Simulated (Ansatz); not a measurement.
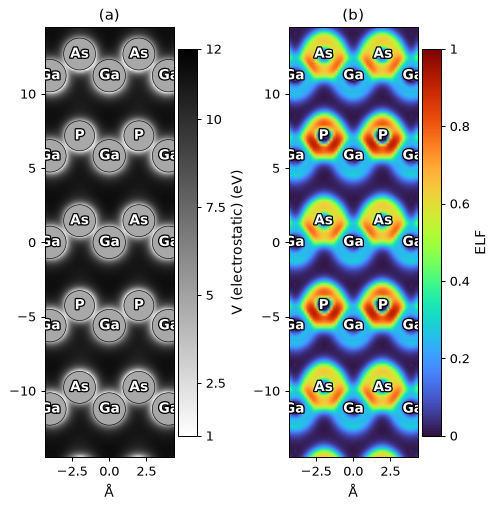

Ga$_{5}$As$_{3}$P$_{2}$. (a) electrostatic potential energy of an electron; (b) electron localisation function on the (010) plane of the conventional cell. Grey discs cover the atomic cores in the potential map.

Space group I-4m2; a structure generated by program, which may or may not match a known phase.

Method: DFT PBE, scalar-relativistic, plane waves, PAW in Ansatz 0.2.0.

Core electrons are frozen (PAW), and the valence fields are smoothed inside the atomic spheres.

### What do the fields say about this system?

- The section cuts through Ga, P and As sites.
- Ga–P (2.41 Å): the ELF peaks at about 0.90 in the valence shell of P, 0.9 Å from its nucleus, and is about 0.75 at the midpoint.
- Ga–As (2.47 Å): the ELF peaks at about 0.80 between the atoms, as expected for localised, covalent bonding.
- Outside the cores the potential energy rises away from the atoms and is highest about 2.4 Å from the nearest atoms; its zero is arbitrary.
